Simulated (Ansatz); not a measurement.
**BPN (quartet): trial inputs and their diagnosis at a displaced geometry (v1)**

3 inputs are run for BPN (quartet) as typed; the log has to tell whether the result can be used and what must change.

The runs use Ansatz 0.2.0, Gaussian basis; the settings change from run to run.

33 further runs of the same task are left out: 20 that didn't finish, 13 set aside as unsound or not needed.

## Step 1: What is computed

The geometry is a PBE0/def2-TZVP stationary point (not a proven minimum) with its atoms shifted at random (size 0.040 Å).

3 atoms, charge 0, spin multiplicity 4.

Atoms are counted from 1 here; the program's logs count them from 0.

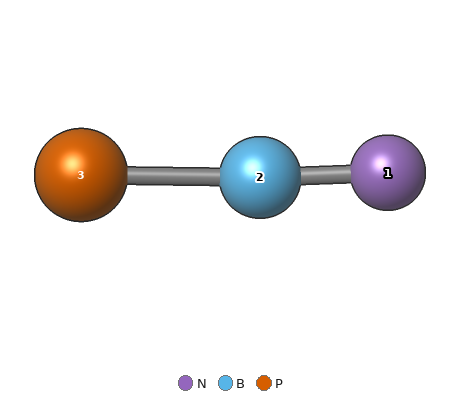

The structure; nitrogen purple, boron blue, phosphorus orange; atoms are numbered from 1 in the order of the file.

## Step 2: Try 1

in.yaml

```yaml
crystal:
  periodic: [false, false, false]
  atoms:
    - {symbol: N, position_ang: [-0.015433, -0.009008, 1.524806]}
    - {symbol: B, position_ang: [-0.016266, -0.025151, 0.179753]}
    - {symbol: P, position_ang: [0.031698, 0.034159, -1.704560]}
basis:
  gaussian: {orbitals: cc-pVDZ}
magnetization: {spin_polarized: false, initial_magnetization: 3}
correlation: {active_space: {window: {electrons: 3, orbitals: 5}}}
symmetry: c1
```

On the command line:

```console
> ansatz run in.yaml --threads 1 --pin off --events-out ev --progress --plain --max-ram 2393MiB
```

What it wrote:

```text
Error: YAML parse error: error: line 11 column 1: unknown field `symmetry`, expected one of crystal, accuracy, basis, kpoints, hamiltonian, magnetization, projection, total_charge, correlation, batch, efield, external_charges, scf, relax, neb, saddle, md, ramp, phonons, dielectric, real_time, elastic, magnetic_configurations, gw, evaluate, workflow, output, checkpoint, execution
  --> <input>:11:1
   |
 9 | magnetization: {spin_polarized: false, initial_magnetization: 3}
10 | correlation: {active_space: {window: {electrons: 3, orbitals: 5}}…
11 | symmetry: c1
   | ^ unknown field `symmetry`, expected one of crystal, accuracy, basis, kpoints, hamiltonian, magnetization, projection, total_charge, correlation, batch, efield, external_charges, scf, relax, neb, saddle, md, ramp, phonons, dielectric, real_time, elastic, magnetic_configurations, gw, evaluate, workflow, output, checkpoint, execution
```

Wall time 0.07 s (1 thread of Intel Xeon at 2.50GHz, shared host).

What is wrong: The run was refused. The input holds a key that the program doesn't read here. Fix: remove it or spell it as the reference does.

## Step 3: Try 2

in.yaml

```yaml
crystal:
  periodic: [false, false, false]
  atoms:
    - {symbol: N, position_ang: [-0.015433, -0.009008, 1.524806]}
    - {symbol: B, position_ang: [-0.016266, -0.025151, 0.179753]}
    - {symbol: P, position_ang: [0.031698, 0.034159, -1.704560]}
basis:
  gaussian: {orbitals: cc-pVDZ, point_charges: [{charge: 0.50, position_ang: [2.673, 0.502, 0.785]}]}
correlation: {method: fic_mrcisd_q, electrons: outside_noble_gas, active_space: {window: {electrons: 5, orbitals: 5}}}
scf: {omitted_lower_state_checks: [cluster_reference]}
magnetization: {spin_polarized: true, initial_magnetization: 3}
```

Same command.

What it wrote:

```text
Error: invalid value for `correlation.active_space`: it starts from restricted Hartree–Fock orbitals; set hamiltonian.xc: hf without magnetization.spin_polarized
```

Wall time 0.07 s (1 thread of Intel Xeon at 2.50GHz, shared host).

**Diagnosis.** The run was refused. An active space is asked on unrestricted orbitals. Cure: drop spin_polarized: true.

## Step 4: Try 3

in.yaml

```yaml
crystal:
  periodic: [false, false, false]
  atoms:
    - {symbol: N, position_ang: [-0.015433, -0.009008, 1.524806]}
    - {symbol: B, position_ang: [-0.016266, -0.025151, 0.179753]}
    - {symbol: P, position_ang: [0.031698, 0.034159, -1.704560]}
basis:
  gaussian: {orbitals: aug-cc-pVTZ}
magnetization: {spin_polarized: false, initial_magnetization: 3}
correlation: {method: ccsdtq, electrons: all}
```

The command is unchanged.

What it wrote:

```text
Functional definition: HF
  name "HF"
  cite "Fock, Z. Phys. 61, 126 (1930) doi:10.1007/BF01340294"
  parent pbe
  exchange = exact_x
  correlation = 0
1586 factors; integrals over basis functions are off by at most 1.7e-7 eV
mean field evaluation 1: about -11411.9575 eV, gradient 4.6e1 eV
mean field evaluation 2: about -11411.9611 eV, gradient 4.6e1 eV
mean field evaluation 4: about -11416.1109 eV, gradient 3.0e1 eV
mean field evaluation 8: about -11423.0586 eV, gradient 6.5e0 eV
mean field evaluation 16: about -11423.4556 eV, gradient 9.1e-2 eV
mean field evaluation 32: about -11423.4563 eV, gradient 5.8e-3 eV
Error: SIGTERM received: run cancelled behind 52 evaluations of the mean field
```

It took 79 s on 1 thread of Intel Xeon at 2.50GHz, shared host.

What is wrong: The run was cut at its time limit. The job is too large for the time given. Cure: a smaller basis or space, or a lower level; a longer limit helps only where the log shows it near its end.

## Step 5: How the runs ended

| try | level | ended | cause | time |
| --- | --- | --- | --- | --- |
| 1 | CASSCF(3,5)/cc-pVDZ | refused | the input holds a key that the program doesn't read here | 0.07 s |
| 2 | MRCISD+Q(5,5)/cc-pVDZ | refused | an active space is asked on unrestricted orbitals | 0.07 s |
| 3 | CCSDTQ on ROHF/aug-cc-pVTZ | cut at its time limit | the job is too large for the time given | 79 s |

2 refused, 1 cut at its time limit.
